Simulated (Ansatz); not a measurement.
**CAM-B3LYP/STO-3G run of AsF3 (arsenic trifluoride)**

Aim: the vertical singlet–triplet gap of AsF3 (arsenic trifluoride) at CAM-B3LYP/STO-3G, from 2 runs. 

Program for the calculation: Ansatz 0.2.0.

37 further runs of the same task are left out: 10 that didn't finish, 27 set aside as unsound or not needed.

### Step 1. Starting point

The species is AsF3 (4 atoms), meant as a singlet with charge 0. SMILES: `F[As](F)F`. The coordinates come from a PBE0-D4/def2-TZVP relaxation.

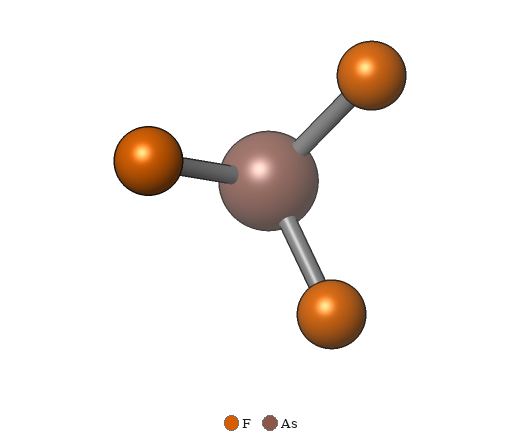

The structure, seen from a chosen angle (fluorine orange, arsenic brown).

### Step 2. The energy at CAM-B3LYP/STO-3G

run.yaml

```yaml
crystal:
  periodic: [false, false, false]
  atoms:
    - {symbol: F, position_ang: [-0.445870, 0.395590, 1.362650]}
    - {symbol: As, position_ang: [-0.461950, -0.457240, -0.125630]}
    - {symbol: F, position_ang: [1.203970, -0.865930, -0.112740]}
    - {symbol: F, position_ang: [-0.296160, 0.927580, -1.124280]}
basis:
  gaussian:
    orbitals: STO-3G
hamiltonian:
  xc: {name: CAM-B3LYP}
accuracy: high
```

On the command line:

```
$ ansatz run run.yaml --threads 1 --pin off --max-ram 3480MiB --events-out events.jsonl --progress --plain --runs-dir runs
```

Output:

```text
Warning: RAYON_NUM_THREADS=1 ignored (pool sized by the plan → 1); use --threads N
Functional definition: CAM-B3LYP
  name "CAM-B3LYP"
  parameter alpha = 0.19
  parameter beta = 0.46
  parameter omega = 0.33/bohr
  parameter ac = 0.81
  exchange = (1 - alpha - beta)*b88_x + beta*b88_x_sr(omega) + alpha*exact_x + beta*exact_x_lr(omega)
  correlation = (1 - ac)*vwn5_c + ac*lyp_c
564 factors; integrals over basis functions are off by at most 1.6e-8 eV
166 factors; integrals over basis functions are off by at most 6.3e-10 eV
mean field evaluation 1: about -68180.9761 eV, gradient 2.3e1 eV
mean field evaluation 2: about -68182.6410 eV, gradient 1.6e1 eV
mean field evaluation 4: about -68183.5816 eV, gradient 3.1e-1 eV
mean field evaluation 8: about -68183.5932 eV, gradient 4.7e-3 eV
mean field evaluation 16: about -68183.5932 eV, gradient 4.3e-8 eV
mean field -68183.59318665 eV, -2505.7008331099 hartree, gradient 4.1e-8 eV, S^2 0.000000; 0 other end points of the search recorded, 0 dependent functions left out
reference -68183.59319616 eV, -2505.7008334595 hartree; 30, 30 occupied and 3, 3 virtual orbitals, 564 factors
Total energy: -68183.59319616 eV, -2505.7008334595 hartree
```

Run time: 1.8 s. Hardware: 1 thread of Arm Neoverse V2, shared host; peak memory 0.12 GiB.

### Step 3. The triplet at the same level

in.yaml

```yaml
crystal:
  periodic: [false, false, false]
  atoms:
    - {symbol: F, position_ang: [-0.445870, 0.395590, 1.362650]}
    - {symbol: As, position_ang: [-0.461950, -0.457240, -0.125630]}
    - {symbol: F, position_ang: [1.203970, -0.865930, -0.112740]}
    - {symbol: F, position_ang: [-0.296160, 0.927580, -1.124280]}
basis:
  gaussian:
    orbitals: STO-3G
magnetization:
  spin_polarized: true
  initial_magnetization: 2
hamiltonian:
  xc: {name: CAM-B3LYP}
accuracy: high
```

On the command line:

```
$ ansatz run in.yaml --threads 1 --pin off --max-ram 3480MiB --events-out events.jsonl --progress --plain --runs-dir runs
```

Output (excerpt; [...] marks lines left out):

```text
Warning: RAYON_NUM_THREADS=1 ignored (pool sized by the plan → 1); use --threads N
Functional definition: CAM-B3LYP
  name "CAM-B3LYP"
[...]
564 factors; integrals over basis functions are off by at most 1.6e-8 eV
166 factors; integrals over basis functions are off by at most 6.3e-10 eV
[...]
mean field -68176.85317332 eV, -2505.4531421888 hartree, gradient 2.5e-8 eV, S^2 2.006849; 4 other end points of the search recorded, 0 dependent functions left out
reference -68176.85318282 eV, -2505.4531425379 hartree; 31, 29 occupied and 2, 4 virtual orbitals, 564 factors
Total energy: -68176.85318282 eV, -2505.4531425379 hartree
```

Run time: 17 s. Hardware: 1 thread of Arm Neoverse V2, shared host; peak memory 0.18 GiB.

### Step 4. Results

At CAM-B3LYP/STO-3G:

| quantity | value |
| --- | --- |
| singlet: total energy | -2505.70083 Eh |
| triplet: total energy | -2505.45314 Eh |
| triplet: ⟨S²⟩ | 2.007 |
| vertical energy of the triplet above the singlet | 6.740 eV |

**Reading.** At this shape the triplet lies 6.74 eV (650 kJ/mol) above the singlet. In a minimal basis such a difference can be off by several eV, whatever the method.
